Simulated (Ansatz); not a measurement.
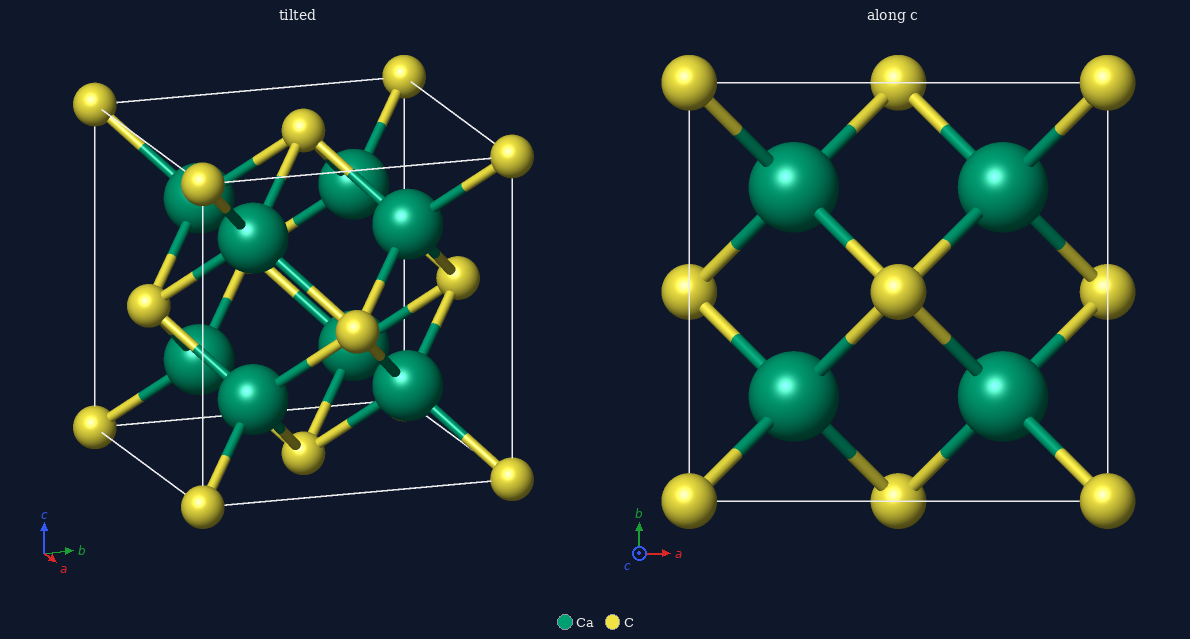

The figure gives a ball-and-stick picture of the atoms, viewed slightly off an axis and along the c axis. The wireframe shows the drawn cell (a repeat of the simulation cell).

Ca2C, a = 6.257 Å, b = 6.257 Å, c = 6.382 Å, α = 90.00°, β = 90.00°, γ = 90.00°. Strictly the space group is I4/mmm (No. 139, within 0.01 Å). It is a distorted form of a face-centred cubic structure, space group Fm-3m (No. 225) within 0.25 Å: antifluorite. Starting structure: a structure type filled with these elements by a generator (whether the compound takes this form wasn't checked). The cell was then strained or its atoms displaced on purpose. It was the input of a calculation with Ansatz.

This one geometry was computed with Ansatz (DFT, plane waves, PAW) at three levels of theory: HSE06, PBE and r2SCAN. It was relaxed with r2SCAN and then strained.

How does the band gap change with the level of theory?

PBE: a gap of 0.13 eV, direct; r2SCAN: a gap of 0.33 eV, direct; HSE06: a gap of 0.73 eV, direct.

Collect the results in a table.

| level | cutoff (eV) | k-mesh of the run's cell | gap (eV) | pressure (GPa) |
| --- | --- | --- | --- | --- |
| HSE06 | 420 | 6×6×6 | 0.73 | -0.7 |
| PBE | 420 | 8×8×8 | 0.13 | -0.4 |
| r2SCAN | 500 | 8×8×8 | 0.33 | -1.1 |

Gaps are taken on the k-mesh or band path of each run.
